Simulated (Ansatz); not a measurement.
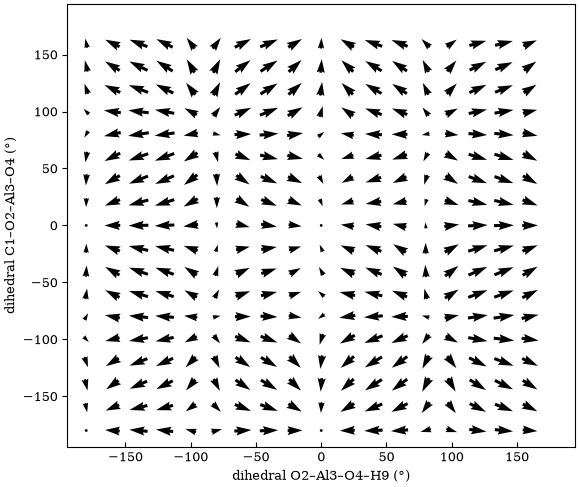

CH₄AlBrO₂, SMILES C[O][Al]([OH])[Br]. Coordinates scanned: (1) dihedral O2–Al3–O4–H9; (2) dihedral C1–O2–Al3–O4. Nothing is relaxed (all other coordinates rigid). The scan uses an 18 × 18 grid. Points are written as (first, second). Method: RHF/def2-SVP in Ansatz 0.2.0.

The picture shows arrows along the force (downhill), their lengths compressed.

**The arrows alone are given. Where are the wells?**

The arrows converge at (−180°, 0°); (−180°, −180°) (0.13 kJ/mol up); (0°, −180°) (0.16 kJ/mol up); (0°, 0°) (6.5 kJ/mol up) (read from the interpolated surface).

The energy map of the same scan:

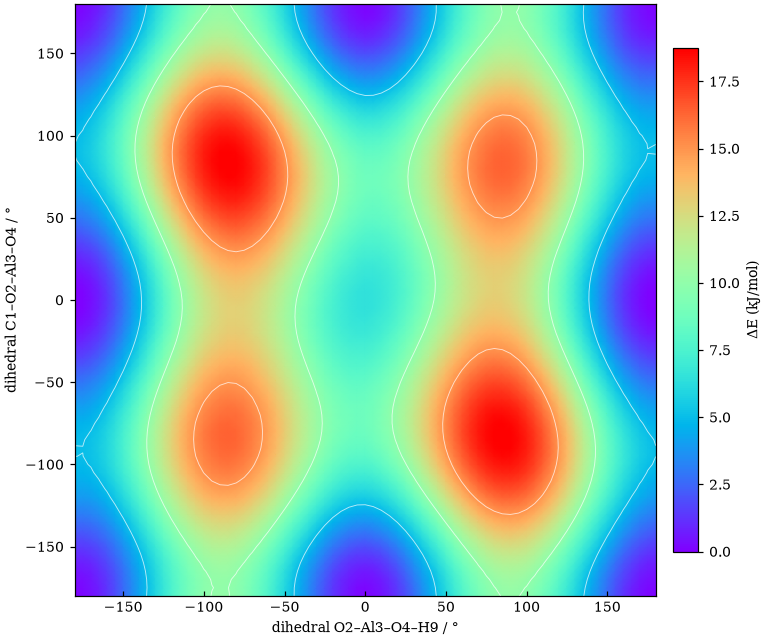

Energies are in kJ/mol, from the lowest grid point; between grid points the surface is interpolated.
